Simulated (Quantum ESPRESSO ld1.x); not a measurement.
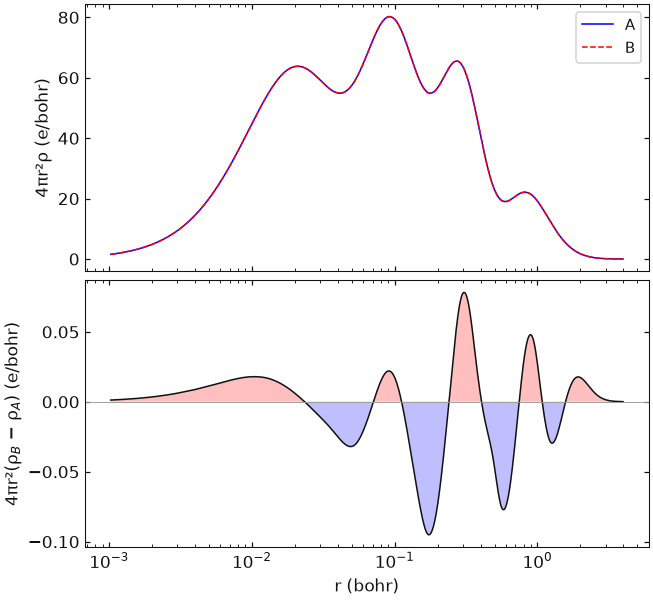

The indium ion In³⁺ in [Kr] 4d10 was computed by two methods: B86b + PBE correlation; PW86 + PBE correlation. Both runs are Dirac and spherical. Computed with Quantum ESPRESSO ld1.x 7.5.

The plot shows both radial densities and the radial density of run B less that of run A; on the logarithmic r axis, areas aren't charges.

A is B86b + PBE correlation and B is PW86 + PBE correlation.

Where does the charge move between the methods?

B holds 0.032 electrons more than A where the difference is positive (most at r = 0.31 bohr) and as many fewer where it is negative (most at r = 0.17 bohr), out of 46 electrons.
